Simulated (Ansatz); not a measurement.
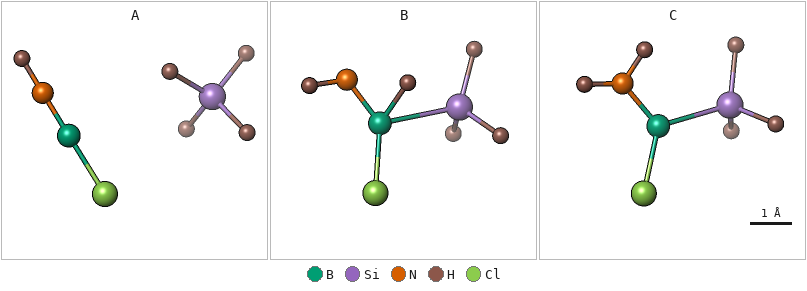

3 geometries from a converged minimum-energy path of BSiNH₅Cl, shuffled. A ball-and-stick model, seen at a tilt.

Computed with RKS PBE0/def2-SVP (Ansatz 0.2.0). Run with 5 movable images; climbing image; force threshold 0.05 eV/Å; iteration limit 60; starting path through a guess of the saddle point.

> Which frame is the transition state?

B. In order along the path, whose images run from 0 to 6: C (image 1, +6.9 kcal/mol), B (image 3, +74.7 kcal/mol), A (image 5, +41.9 kcal/mol). Breaking: B–Si (2.02 → 4.35 Å), H–N (1.01 → 3.94 Å). Forming: H–Si (3.16 → 1.49 Å).

The run took 4.3 min on 2 threads of Intel(R) Xeon(R) Platinum 8488C (Sapphire Rapids), with other jobs on the host, peak memory 0.2 GiB.
